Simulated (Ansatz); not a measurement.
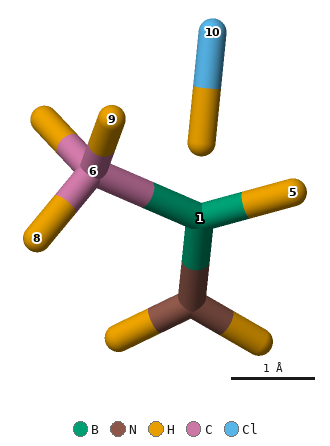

*The starting structure (stick view, seen at a tilt; atoms are numbered from 1 in the order of the input).*

Bond lengths as drawn: B–C 1.58 Å, B–H 1.20 Å, B–N 1.49 Å, Cl–H 1.35 Å, C–H 1.10 to 1.11 Å and H–N 1.02 Å.

# CH₇BClN: geometry relaxation

CH₇BClN, computed with RKS BLYP-D4/6-31G* (Ansatz 0.2.0).

It belongs to a series of runs on one base structure; here: end point A relaxed. Figures and captions count atoms from 1; the log counts them from 0 in places.

## Output
```
The last accepted step is kept in [file] (removed where the run ends without a failure and the disk answers)
Engine: ansatz 0.2.0, x86_64-unknown-linux-gnu
Functional definition: BLYP
  parameter beta = 0.0042
  parameter a = 0.04918
  parameter b = 0.132
  parameter c = 0.2533
  parameter d = 0.349
  exchange = b88_x(beta = beta)
  correlation = lyp_c(a = a, b = b, c = c, d = d)
1035 factors; their error is unknown
mean field evaluation 1: about -15827.5256 eV, gradient 7.2e1 eV
mean field evaluation 2: about -15801.9444 eV, gradient 1.2e2 eV
mean field evaluation 4: about -15838.4922 eV, gradient 7.7e0 eV
mean field evaluation 8: about -15838.6334 eV, gradient 1.3e-1 eV
mean field evaluation 16: about -15838.5780 eV, gradient 2.1e-4 eV
mean field -15838.57796161 eV, -582.0570043155 hartree, gradient 6.5e-5 eV, S^2 0.000000; 0 other end points of the search recorded, 0 dependent functions left out
the calculation of the forces begins
reference -15838.57825927 eV, -582.0570152543 hartree; 21, 21 occupied and 57, 57 virtual orbitals, 1035 factors
relax step   1: F+E_penalty+E_count = -15838.96396254 eV  Δ(F+E_penalty+E_count) = +0.000e0 eV  max|allowed force component| = 1.829e0 eV/Å  Δτ_max = 0.0000 Å  (27 SCF iters, accepted)
these checks for a lower state are left out or cut short: starts, cluster_reference, orbital_swaps, neighbouring_geometries, increment
1035 factors; their error is unknown
mean field -15838.69681152 eV, -582.0613719689 hartree, gradient 8.8e-6 eV, S^2 0.000000; 0 other end points of the search recorded, 0 dependent functions left out
[... from here on the field's lines of each further geometry are left out, up to the last ...]
relax step   2: F+E_penalty+E_count = -15839.06990300 eV  Δ(F+E_penalty+E_count) = -1.059e-1 eV  max|allowed force component| = 1.074e0 eV/Å  Δτ_max = 0.1991 Å  (28 SCF iters, accepted)
relax step   3: F+E_penalty+E_count = -15839.12999596 eV  Δ(F+E_penalty+E_count) = -6.009e-2 eV  max|allowed force component| = 5.901e-1 eV/Å  Δτ_max = 0.1960 Å  (28 SCF iters, accepted)
relax step   4: F+E_penalty+E_count = -15839.16904754 eV  Δ(F+E_penalty+E_count) = -3.905e-2 eV  max|allowed force component| = 5.528e-1 eV/Å  Δτ_max = 0.1947 Å  (26 SCF iters, accepted)
relax step   5: F+E_penalty+E_count = -15839.19171793 eV  Δ(F+E_penalty+E_count) = -2.267e-2 eV  max|allowed force component| = 4.210e-1 eV/Å  Δτ_max = 0.1815 Å  (26 SCF iters, accepted)
relax step   6: F+E_penalty+E_count = -15839.19957618 eV  Δ(F+E_penalty+E_count) = -7.858e-3 eV  max|allowed force component| = 4.141e-1 eV/Å  Δτ_max = 0.1949 Å  (28 SCF iters, accepted)
relax step   7: F+E_penalty+E_count = -15839.20877763 eV  Δ(F+E_penalty+E_count) = -9.201e-3 eV  max|allowed force component| = 8.468e-2 eV/Å  Δτ_max = 0.0735 Å  (29 SCF iters, accepted)
relax step   8: F+E_penalty+E_count = -15839.22016352 eV  Δ(F+E_penalty+E_count) = -1.139e-2 eV  max|allowed force component| = 1.701e-1 eV/Å  Δτ_max = 0.2000 Å  (27 SCF iters, accepted)
relax step   9: F+E_penalty+E_count = -15839.20409258 eV  Δ(F+E_penalty+E_count) = +1.607e-2 eV  max|allowed force component| = 7.002e-1 eV/Å  Δτ_max = 0.1981 Å  (27 SCF iters, rejected (line search))
relax step  10: F+E_penalty+E_count = -15839.22904284 eV  Δ(F+E_penalty+E_count) = -8.879e-3 eV  max|allowed force component| = 6.326e-2 eV/Å  Δτ_max = 0.0991 Å  (27 SCF iters, accepted)
relax step  11: F+E_penalty+E_count = -15839.23392130 eV  Δ(F+E_penalty+E_count) = -4.878e-3 eV  max|allowed force component| = 2.235e-1 eV/Å  Δτ_max = 0.0978 Å  (27 SCF iters, accepted)
relax step  12: F+E_penalty+E_count = -15839.23449335 eV  Δ(F+E_penalty+E_count) = -5.720e-4 eV  max|allowed force component| = 4.120e-1 eV/Å  Δτ_max = 0.1275 Å  (27 SCF iters, accepted)
relax step  13: F+E_penalty+E_count = -15839.24235430 eV  Δ(F+E_penalty+E_count) = -7.861e-3 eV  max|allowed force component| = 1.464e-1 eV/Å  Δτ_max = 0.0420 Å  (30 SCF iters, accepted)
relax step  14: F+E_penalty+E_count = -15839.23890785 eV  Δ(F+E_penalty+E_count) = +3.446e-3 eV  max|allowed force component| = 5.086e-1 eV/Å  Δτ_max = 0.0838 Å  (29 SCF iters, rejected (line search))
relax step  15: F+E_penalty+E_count = -15839.24569336 eV  Δ(F+E_penalty+E_count) = -3.339e-3 eV  max|allowed force component| = 4.908e-2 eV/Å  Δτ_max = 0.0407 Å  (29 SCF iters, accepted)
relax step  16: F+E_penalty+E_count = -15839.24838511 eV  Δ(F+E_penalty+E_count) = -2.692e-3 eV  max|allowed force component| = 4.556e-2 eV/Å  Δτ_max = 0.1000 Å  (27 SCF iters, accepted)
relax step  17: F+E_penalty+E_count = -15839.24871734 eV  Δ(F+E_penalty+E_count) = -3.322e-4 eV  max|allowed force component| = 3.934e-2 eV/Å  Δτ_max = 0.0140 Å  (29 SCF iters, accepted)
relax step  18: F+E_penalty+E_count = -15839.24753783 eV  Δ(F+E_penalty+E_count) = +1.180e-3 eV  max|allowed force component| = 2.052e-1 eV/Å  Δτ_max = 0.1538 Å  (28 SCF iters, rejected (line search))
relax step  19: F+E_penalty+E_count = -15839.24829865 eV  Δ(F+E_penalty+E_count) = +4.187e-4 eV  max|allowed force component| = 1.083e-1 eV/Å  Δτ_max = 0.0601 Å  (29 SCF iters, rejected (line search))
relax step  20: F+E_penalty+E_count = -15839.24948341 eV  Δ(F+E_penalty+E_count) = -7.661e-4 eV  max|allowed force component| = 2.020e-2 eV/Å  Δτ_max = 0.0288 Å  (29 SCF iters, accepted)
relax step  21: F+E_penalty+E_count = -15839.24987255 eV  Δ(F+E_penalty+E_count) = -3.891e-4 eV  max|allowed force component| = 6.984e-2 eV/Å  Δτ_max = 0.0795 Å  (29 SCF iters, accepted)
relax step  22: F+E_penalty+E_count = -15839.24984813 eV  Δ(F+E_penalty+E_count) = +2.443e-5 eV  max|allowed force component| = 8.976e-2 eV/Å  Δτ_max = 0.0262 Å  (30 SCF iters, rejected (line search))
the calculation of the forces begins
reference -15838.90048642 eV, -582.0688568837 hartree; 21, 21 occupied and 57, 57 virtual orbitals, 1035 factors
relax step  23: F+E_penalty+E_count = -15839.25041546 eV  Δ(F+E_penalty+E_count) = -5.429e-4 eV  max|allowed force component| = 1.532e-2 eV/Å  Δτ_max = 0.0131 Å  (31 SCF iters, accepted)
```

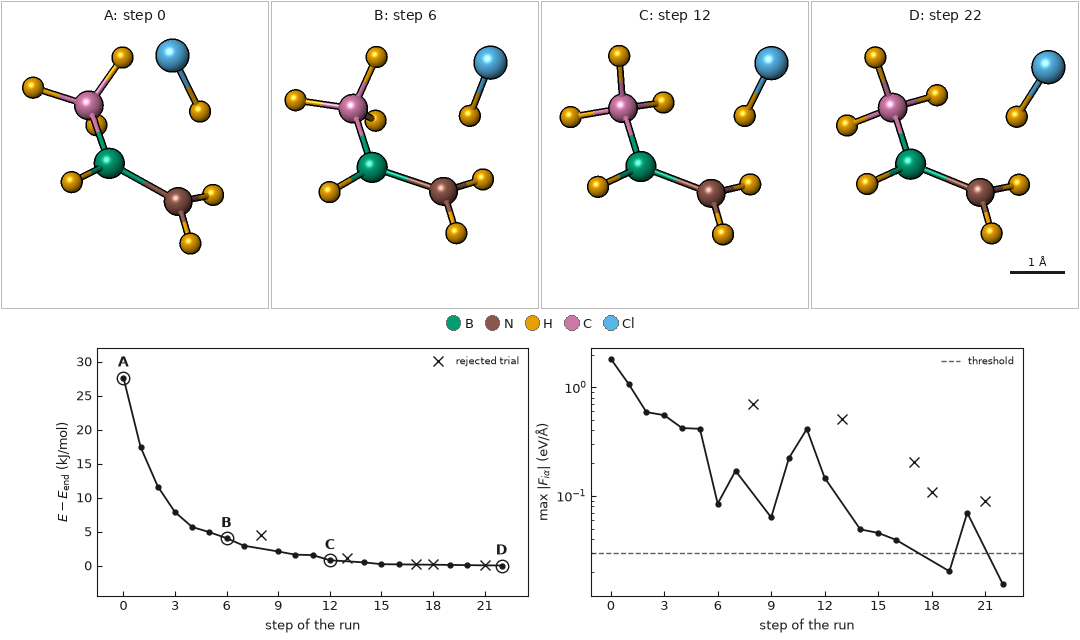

*Frames of the relaxation (ball-and-stick view, seen at a tilt) above the curves, on which the letters mark them (the first geometry is step 0 here and step 1 in the log).*

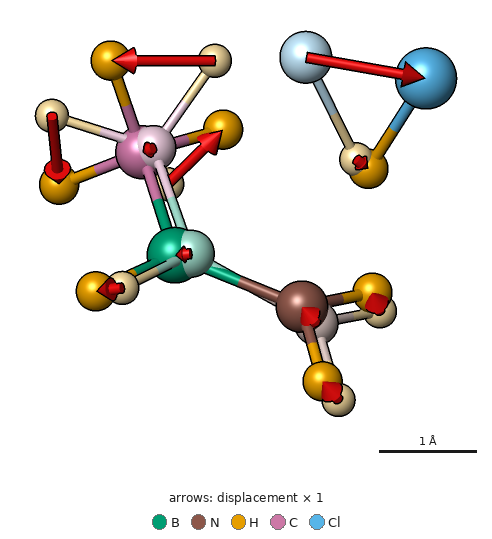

*Start (faint) and end (solid) with the displacements as red arrows, at true length (ball-and-stick view, seen at a tilt). The two geometries are laid on each other by the best rigid fit.*

Cl10 moves most after the best rigid fit: 1.26 Å. Largest moves by element: Cl 1.26 Å, H 1.11 Å, N 0.29 Å, B 0.17 Å, C 0.16 Å. Among the contacts that change: B1–N2 1.487 → 1.423 Å, Cl10–H11 1.345 → 1.332 Å, B1–C6 1.581 → 1.576 Å, C6–H8 1.110 → 1.105 Å. Among the angles that change: B1–C6–H8 111.8° → 114.7°, H5–B1–C6 124.9° → 122.2°. The energy falls by 27.6 kJ/mol in 22 geometry steps. The largest force component goes from 1.8 to 0.015 eV/Å. The line search rejected the trial steps at points 8, 13, 17, 18, 21 (counted from 0) and went back. (Atoms are counted from 1 in the order of the input.)

```
1035 factors; their error is unknown
mean field -15838.90016874 eV, -582.0688452089 hartree, gradient 1.4e-5 eV, S^2 0.000000; 1 other end points of the search recorded, 0 dependent functions left out
the calculation of the forces begins
reference -15838.90048642 eV, -582.0688568837 hartree; 21, 21 occupied and 57, 57 virtual orbitals, 1035 factors
Total energy: -15839.25073315 eV, -582.0817282134 hartree
Atom 0 at    -0.010129     0.213344     0.050853 Å, force     0.015319     0.011343    -0.000780 eV/Å
Atom 1 at     0.027957     0.149703     1.472368 Å, force     0.005771    -0.005538     0.000374 eV/Å
Atom 2 at    -0.814025     0.239268     2.045341 Å, force    -0.008731    -0.000430     0.005477 eV/Å
Atom 3 at     0.885171     0.299346     2.006107 Å, force     0.000921     0.001264     0.000293 eV/Å
Atom 4 at     1.054905     0.265028    -0.509069 Å, force     0.002223    -0.002935    -0.002146 eV/Å
Atom 5 at    -1.372842     0.158044    -0.737994 Å, force    -0.013897    -0.008356    -0.009145 eV/Å
Atom 6 at    -1.397536    -0.739127    -1.385740 Å, force    -0.003179     0.009266     0.003891 eV/Å
Atom 7 at    -2.274780     0.137918    -0.100700 Å, force    -0.001072    -0.000601    -0.005597 eV/Å
Atom 8 at    -1.459133     1.019582    -1.426432 Å, force     0.001220    -0.003298     0.004271 eV/Å
Atom 9 at    -0.011797    -3.121514     1.818706 Å, force    -0.000729     0.004815     0.000259 eV/Å
Atom 10 at     0.038111    -1.808593     1.601959 Å, force     0.002154    -0.005532     0.003102 eV/Å
Dipole moment:    -0.065399     0.660180     0.151932 e Å
```

## Trajectory as extended XYZ (Å, eV, eV/Å), 10 of the 23 frames kept, from step=1 to step=23
```
11
Properties=species:S:1:pos:R:3:forces:R:3 step=1 energy=-15838.96396
B    -0.0206    0.1298    0.2037   -0.1131   0.7177   1.8267
N    -0.0838    0.3355    1.6746    0.1875  -0.5067  -1.8286
H    -0.9535    0.4824    2.1880   -0.0170   0.0017  -0.0353
H     0.7503    0.5200    2.2330   -0.0518  -0.0143  -0.0383
H     1.0897    0.0951   -0.2566   -0.0386  -0.0297   0.0170
C    -1.3537    0.0372   -0.6413   -0.0413   0.0155  -0.0740
H    -1.9015   -0.8992   -0.4220    0.0201   0.0431  -0.0138
H    -2.0482    0.8713   -0.4093    0.0724  -0.0808  -0.0179
H    -1.1606    0.0487   -1.7291   -0.0395   0.0013   0.0963
Cl    0.2424   -2.9118    0.5617   -0.0460   0.2122   0.5659
H     0.1055   -1.8958    1.4327    0.0672  -0.3600  -0.4980
11
Properties=species:S:1:pos:R:3:forces:R:3 step=3 energy=-15839.13000
B    -0.0309    0.2266    0.1698   -0.0088  -0.2194   0.5901
N    -0.0730    0.2225    1.6126   -0.0083  -0.0026  -0.5550
H    -0.9418    0.3293    2.1431    0.0512  -0.0219  -0.0362
H     0.7583    0.4098    2.1738   -0.0102  -0.0158   0.0127
H     1.0759    0.2065   -0.3052   -0.0527   0.1239  -0.0280
C    -1.3670    0.1091   -0.6706    0.0118   0.1197  -0.0652
H    -1.8631   -0.8629   -0.4812    0.0448   0.0304   0.0195
H    -2.0990    0.8948   -0.3945    0.0156  -0.0603  -0.0295
H    -1.1941    0.1731   -1.7588   -0.0236   0.0245   0.0800
Cl    0.2644   -3.0642    0.8977   -0.0739   0.5383   0.3897
H     0.1363   -1.8316    1.4489    0.0540  -0.5168  -0.3781
11
Properties=species:S:1:pos:R:3:forces:R:3 step=6 energy=-15839.19958
B    -0.0301    0.2947    0.1135    0.0817  -0.0640   0.0530
N    -0.0367    0.1440    1.5327    0.0032  -0.0113  -0.0508
H    -0.8977    0.1443    2.0872    0.0469  -0.0274  -0.0473
H     0.7930    0.3192    2.1009   -0.0030  -0.0128  -0.0035
H     1.0573    0.4307   -0.3942   -0.0760   0.0128   0.0372
C    -1.3732    0.1758   -0.7113   -0.1281   0.0113  -0.0457
H    -1.7538   -0.8673   -0.6564    0.0384   0.1175  -0.0336
H    -2.1810    0.8218   -0.3054    0.0973  -0.0999  -0.0534
H    -1.2466    0.4197   -1.7814   -0.0287  -0.0174   0.1155
Cl    0.1674   -3.2076    1.4296    0.0040   0.4141  -0.0051
H     0.1674   -1.8623    1.4201   -0.0357  -0.3230   0.0336
11
Properties=species:S:1:pos:R:3:forces:R:3 step=8 energy=-15839.22016
B    -0.0175    0.2898    0.0997   -0.0523  -0.1701   0.0130
N    -0.0055    0.1399    1.5187   -0.0008   0.0539  -0.0544
H    -0.8583    0.1586    2.0834    0.0066   0.0053  -0.0119
H     0.8359    0.3000    2.0738    0.0007   0.0039   0.0125
H     1.0539    0.4068   -0.4277    0.0968   0.0410  -0.0143
C    -1.3649    0.1600   -0.7141   -0.0414   0.0605   0.0553
H    -1.6132   -0.9134   -0.8465    0.0370   0.0437   0.0004
H    -2.2237    0.6194   -0.1896   -0.0342  -0.0401  -0.0463
H    -1.3002    0.5947   -1.7253   -0.0109   0.0097   0.0345
Cl    0.0714   -3.1377    1.4966   -0.0057  -0.0025   0.0045
H     0.0879   -1.8050    1.4665    0.0042  -0.0052   0.0068
11
Properties=species:S:1:pos:R:3:forces:R:3 step=11 energy=-15839.23392
B    -0.0149    0.2705    0.0886   -0.0274  -0.0690   0.0452
N     0.0056    0.1623    1.5098    0.0166   0.0213  -0.0004
H    -0.8424    0.2220    2.0797    0.0305  -0.0005  -0.0252
H     0.8577    0.2983    2.0557   -0.0187   0.0121   0.0019
H     1.0602    0.3378   -0.4514   -0.0249   0.0157  -0.0027
C    -1.3714    0.1643   -0.7114    0.0239  -0.1266  -0.1013
H    -1.5036   -0.9031   -1.0095    0.0061   0.2235   0.0061
H    -2.2713    0.4497   -0.1345    0.0482  -0.0185  -0.0340
H    -1.3495    0.7477   -1.6515   -0.0433  -0.0646   0.1054
Cl    0.0294   -3.1338    1.5538    0.0001   0.0173   0.0083
H     0.0659   -1.8027    1.5061   -0.0110  -0.0107  -0.0032
11
Properties=species:S:1:pos:R:3:forces:R:3 step=13 energy=-15839.24235
B    -0.0086    0.2623    0.0742   -0.0136  -0.1012   0.0216
N     0.0234    0.1600    1.4954   -0.0217   0.0290   0.0083
H    -0.8221    0.2146    2.0699    0.0343   0.0317  -0.0327
H     0.8765    0.3138    2.0352   -0.0110  -0.0187   0.0004
H     1.0612    0.3243   -0.4763   -0.0155   0.0447  -0.0008
C    -1.3680    0.1599   -0.7195   -0.0625  -0.0758  -0.0066
H    -1.4403   -0.8623   -1.1540    0.0003   0.1464   0.0215
H    -2.2744    0.3139   -0.1001    0.0908  -0.0106  -0.0817
H    -1.4036    0.8568   -1.5781   -0.0092  -0.0499   0.0747
Cl   -0.0174   -3.1290    1.6435   -0.0037   0.0180   0.0084
H     0.0392   -1.8014    1.5452    0.0117  -0.0138  -0.0130
11
Properties=species:S:1:pos:R:3:forces:R:3 step=16 energy=-15839.24839
B    -0.0066    0.2327    0.0651   -0.0021  -0.0386   0.0393
N     0.0303    0.1637    1.4869    0.0072   0.0140   0.0053
H    -0.8139    0.2451    2.0586    0.0093  -0.0116  -0.0059
H     0.8852    0.3189    2.0231   -0.0054   0.0033  -0.0034
H     1.0561    0.3017   -0.4952    0.0237  -0.0068  -0.0047
C    -1.3678    0.1433   -0.7213   -0.0114   0.0319  -0.0456
H    -1.4164   -0.8104   -1.2825    0.0149   0.0163   0.0105
H    -2.2716    0.2045   -0.0899   -0.0096  -0.0081   0.0030
H    -1.4259    0.9388   -1.4866   -0.0285  -0.0031  -0.0038
Cl   -0.0373   -3.1235    1.7094    0.0004   0.0020   0.0060
H     0.0339   -1.8017    1.5678    0.0015   0.0007  -0.0008
11
Properties=species:S:1:pos:R:3:forces:R:3 step=18 energy=-15839.24754 accepted=F
B    -0.0132    0.2097    0.0457    0.0079  -0.0056  -0.0198
N     0.0249    0.1443    1.4672   -0.0142  -0.0201   0.0206
H    -0.8183    0.2328    2.0398    0.0163   0.0008  -0.0077
H     0.8818    0.2909    2.0027   -0.0063   0.0061  -0.0099
H     1.0517    0.2550   -0.5154    0.0009   0.0043   0.0031
C    -1.3768    0.1667   -0.7446   -0.0883  -0.0087  -0.1973
H    -1.4002   -0.7210   -1.4187   -0.0088   0.2052   0.1624
H    -2.2807    0.1329   -0.1032    0.0971   0.0070  -0.1083
H    -1.4613    1.0500   -1.4194    0.0020  -0.2033   0.1625
Cl    0.0030   -3.1303    1.8600    0.0077   0.0944  -0.0149
H     0.0550   -1.8180    1.6212   -0.0143  -0.0802   0.0094
11
Properties=species:S:1:pos:R:3:forces:R:3 step=21 energy=-15839.24987
B    -0.0087    0.2109    0.0537   -0.0008   0.0698  -0.0284
N     0.0288    0.1547    1.4751   -0.0022  -0.0170   0.0064
H    -0.8127    0.2454    2.0487   -0.0076  -0.0031  -0.0014
H     0.8862    0.3046    2.0083    0.0040  -0.0055   0.0000
H     1.0571    0.2649   -0.5055   -0.0084  -0.0187   0.0001
C    -1.3724    0.1563   -0.7362   -0.0146  -0.0462  -0.0365
H    -1.3961   -0.7466   -1.3795   -0.0134   0.0609   0.0361
H    -2.2747    0.1390   -0.0974    0.0242  -0.0002  -0.0304
H    -1.4596    1.0147   -1.4310    0.0134  -0.0419   0.0425
Cl   -0.0132   -3.1222    1.8085   -0.0031   0.0221  -0.0062
H     0.0312   -1.8087    1.5908    0.0084  -0.0201   0.0176
11
Properties=species:S:1:pos:R:3:forces:R:3 step=23 energy=-15839.25042
B    -0.0101    0.2133    0.0509    0.0153   0.0113  -0.0008
N     0.0280    0.1497    1.4724    0.0058  -0.0055   0.0004
H    -0.8140    0.2393    2.0453   -0.0087  -0.0004   0.0055
H     0.8852    0.2993    2.0061    0.0009   0.0013   0.0003
H     1.0549    0.2650   -0.5091    0.0022  -0.0029  -0.0021
C    -1.3728    0.1580   -0.7380   -0.0139  -0.0084  -0.0091
H    -1.3975   -0.7391   -1.3857   -0.0032   0.0093   0.0039
H    -2.2748    0.1379   -0.1007   -0.0011  -0.0006  -0.0056
H    -1.4591    1.0196   -1.4264    0.0012  -0.0033   0.0043
Cl   -0.0118   -3.1215    1.8187   -0.0007   0.0048   0.0003
H     0.0381   -1.8086    1.6020    0.0022  -0.0055   0.0031
```

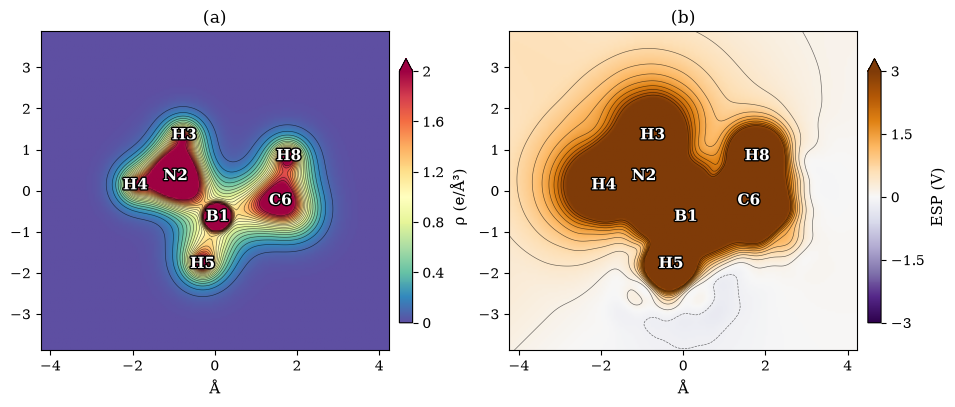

*(a) electron density; (b) electrostatic potential on the plane of atoms N2, B1 and H5.*

Atoms in the plane: B, N, H and C. B–N (1.42 Å): ρ is about 1.8 e/Å³ halfway. N–H (1.02 Å): ρ at the midpoint is about 2.8 e/Å³, with its minimum of 2.2 e/Å³ about 0.8 Å from N. C–H (1.10 Å): ρ at the midpoint is about 1.9 e/Å³. B–H (1.20 Å): ρ at the midpoint is about 1.2 e/Å³. The potential has no marked negative region in this plane.

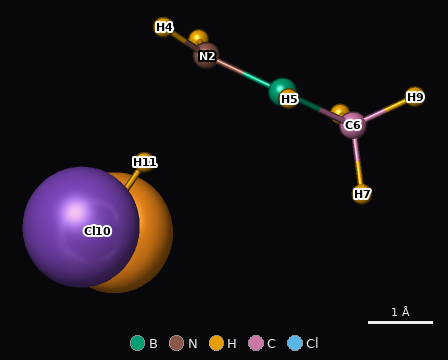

*The HOMO at ±0.2 Å⁻³ᐟ² (orange and purple are the two phases), seen at a tilt.*

Its energy is −6.91 eV.

The run was set up as follows.

## Input file
```yaml
crystal:
  periodic: [false, false, false]
  atoms:
    - { symbol: B, position_ang: [-0.020626, 0.129791, 0.203698] }
    - { symbol: "N", position_ang: [-0.083828, 0.335499, 1.67464] }
    - { symbol: H, position_ang: [-0.953536, 0.482367, 2.187965] }
    - { symbol: H, position_ang: [0.750278, 0.519955, 2.232955] }
    - { symbol: H, position_ang: [1.089747, 0.095059, -0.256599] }
    - { symbol: C, position_ang: [-1.353726, 0.037206, -0.641324] }
    - { symbol: H, position_ang: [-1.901453, -0.899232, -0.422026] }
    - { symbol: H, position_ang: [-2.048248, 0.871279, -0.409284] }
    - { symbol: H, position_ang: [-1.160573, 0.048712, -1.729054] }
    - { symbol: Cl, position_ang: [0.242405, -2.911847, 0.561698] }
    - { symbol: H, position_ang: [0.105461, -1.89579, 1.43273] }
basis:
  gaussian: { orbitals: "6-31G*" }
hamiltonian:
  xc: blyp
  dispersion: d4
relax:
  f_tol: 0.03
  max_steps: 50
output:
  orbitals: {}
```

Run as:
```bash
ansatz run input.yaml --threads 1 --pin off --max-ram 2048MiB --backend cpu --events-out ev --progress --plain --runs-dir out
```

## Results in brief

| quantity | value |
| --- | --- |
| outcome | converged |
| total energy | −15839.2507 eV |
| mean-field energy | −15838.9005 eV |
| largest force (length of the vector) at the end | 0.019 eV/Å |
| hardware | 1 thread of AMD EPYC (Zen 3), 24 GiB of memory available, shared host |
| wall time | 49 s |
| peak memory | 0.16 GiB |
